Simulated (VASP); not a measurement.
Band structure of TiAl (relaxed from the rock salt structure, space group Fm-3m). Method: r2SCAN meta-GGA, VASP's PBE PAW potentials (set 64) (plane waves; VASP).

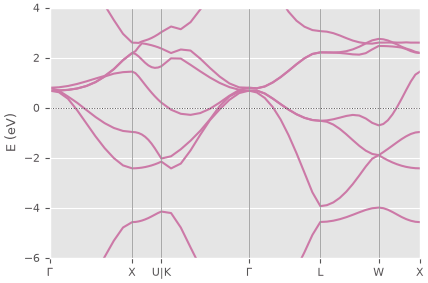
Figure: Bands along high-symmetry lines, zero at the valence-band maximum or, without a gap, the Fermi level

Read the plot: is there a gap, and where are the band edges?

It has no gap at this level: it comes out as a metal or semimetal.

The structure was generated: TiAl was put into the rock salt type (Fm-3m), which need not be its known phase. It was relaxed first, which changed the volume by -35 %. The electron count is odd and the run is not spin-polarised, which forces a metal.
